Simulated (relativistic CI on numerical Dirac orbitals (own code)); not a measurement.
```
atom Fe  Z=26  charge=3  electrons=23
nucleus A=56  rms_radius_fm=3.7377
hamiltonian dirac-coulomb  breit=on  qed=on  c_scale=1
orbitals kli  potential=per-configuration
slater_scale 0.9
correlation none
mixing on
configurations
  [Ar] 3d5
  [He] 2s2 2p5 3s2 3p6 3d6
end
absorption L2,3 T=300 lorentz=0.4 gauss=0.3
crystal_field D3d 10Dq=11400 Dsigma=-1200 Dtau=50
```

Multiplet model: relativistic Dirac–Coulomb–Breit theory, one configuration a step, Slater integrals scaled by 0.9, 300 K, Voigt broadening (Lorentzian 0.4 eV, Gaussian 0.3 eV full widths), computed with a radial Dirac CI code. Dichroism is for the ground state at zero temperature, magnetised by an exchange field of 10 meV on Sz (linear: z less the mean of x and y).

The L₂,₃ X-ray absorption spectrum that results, with the strongest transitions as sticks:

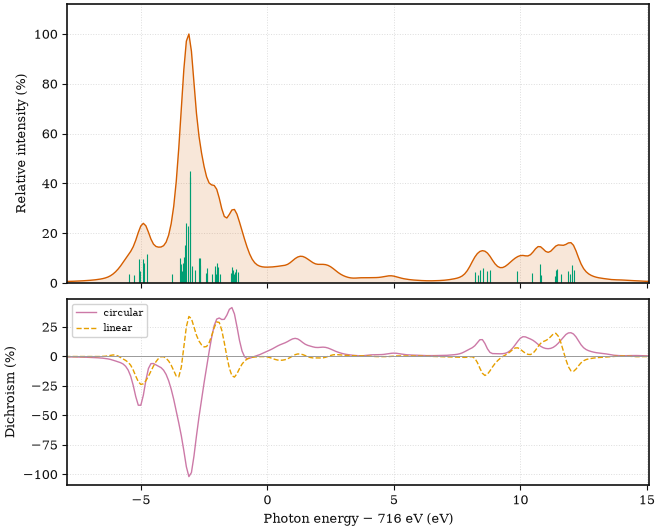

The main maxima lie at 711.1 eV (24), 712.9 eV (100), 714.7 eV (30), 717.3 eV (11), 724.5 eV (13), 726.7 eV (15) and 728.0 eV (16), heights in % of the largest; the centroid is at 716.5 eV. The lower edge holds 0.78 of the intensity (branching ratio, edges parted at 723 eV, split at the minimum of the curve and uncertain by about 0.02), and the core spin-orbit splitting of the orbitals is 13.0 eV. The ground state has S = 2.50. The circular dichroism (Δm = −1 less Δm = +1) is largest at 712.9 eV, −102 % of the isotropic maximum; its integrals over the lower and upper edge are −0.070 and 0.066 of the sum over the three polarisations. The magnetised ground state has ⟨Lz⟩ = 0.00 and ⟨Sz⟩ = −2.50.

Note: free-ion energies, so absolute edge positions are off by a few eV from solids.
